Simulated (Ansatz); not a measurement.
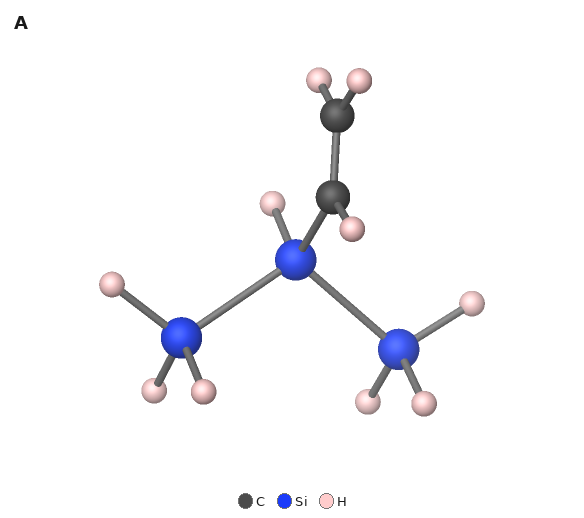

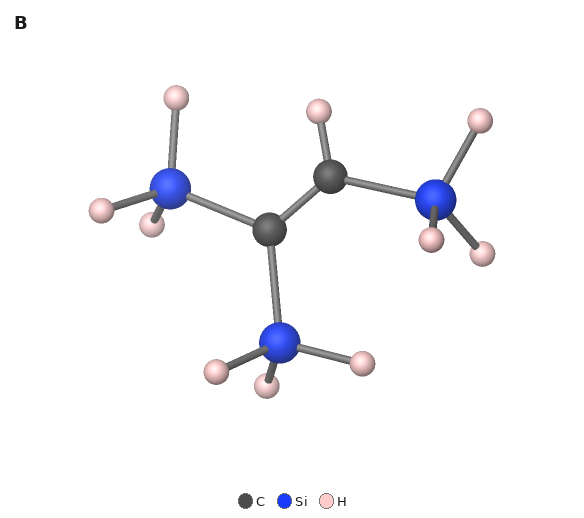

2 stationary structures of one formula. Geometries: PBE0-D4/def2-TZVP. Electronic energies: ωB97X-V/def2-TZVPP (Ansatz 0.2.0), without zero-point energy. No frequency run is at hand to confirm each as a minimum. Each is one conformer, not always the lowest.

Are they conformers, stereoisomers or constitutional isomers?

Answer. They are constitutional isomers of C2H10Si3: A `C=C[SiH]([SiH3])[SiH3]`, B `[SiH3]C=C([SiH3])[SiH3]`.

Which structure is the most stable?

Answer. A is lowest; B lies 5.0 kcal/mol above it.
